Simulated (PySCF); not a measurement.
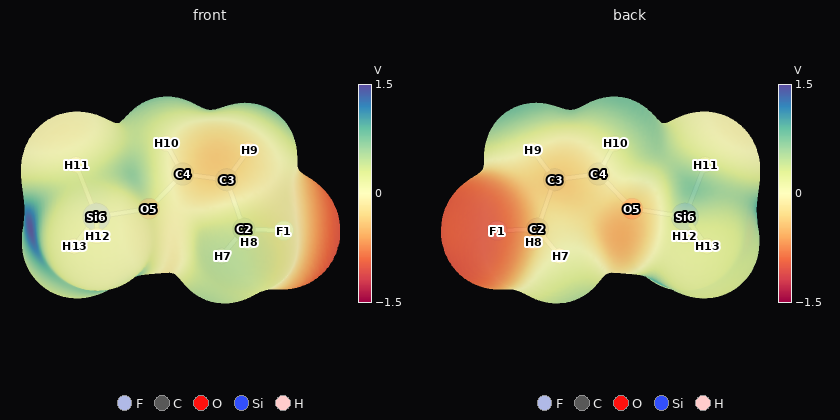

The picture shows: C₃H₇FOSi (SMILES FC/C=C\O[SiH3]). The electrostatic potential painted on the density surface at 0.001 e/bohr³, seen from the front and from behind; the colour scale runs from red (negative) to blue (positive).

Geometry: GFN2-xTB, MD frame at 250 fs, 600 K.

Level of theory: PySCF 2.14.0, PBE0/pcSseg-1, SCF density, gas phase, non-relativistic.

```yaml
atoms:
  - { symbol: F, position_ang: [-3.2961, -1.4854, -0.3481] }
  - { symbol: C, position_ang: [-2.2106, -0.7336, -0.5805] }
  - { symbol: C, position_ang: [-1.8319, 0.0385, 0.6719] }
  - { symbol: C, position_ang: [-0.5719, 0.1380, 0.9151] }
  - { symbol: O, position_ang: [0.4691, -0.1703, 0.0343] }
  - { symbol: Si, position_ang: [1.9546, 0.3481, -0.3559] }
  - { symbol: H, position_ang: [-1.4722, -1.4153, -1.0490] }
  - { symbol: H, position_ang: [-2.4038, -0.0361, -1.3609] }
  - { symbol: H, position_ang: [-2.5166, 0.1309, 1.5421] }
  - { symbol: H, position_ang: [-0.1460, 0.3882, 1.8194] }
  - { symbol: H, position_ang: [2.4140, 1.1712, 0.9677] }
  - { symbol: H, position_ang: [1.8504, 1.3745, -1.4844] }
  - { symbol: H, position_ang: [2.7441, -0.8352, -0.6556] }
```

> Which sites attract a positive test charge, and which a negative one?

A positive charge is drawn to the negative regions and a negative charge to the positive ones. The most negative region (about −1.0 V, or −23 kcal/mol for a unit charge) lies over F1, the most positive (about +1.4 V, or +32 kcal/mol for a unit charge) over Si6.

> What dipole moment does the calculation give?

Its dipole moment is 1.99 D.
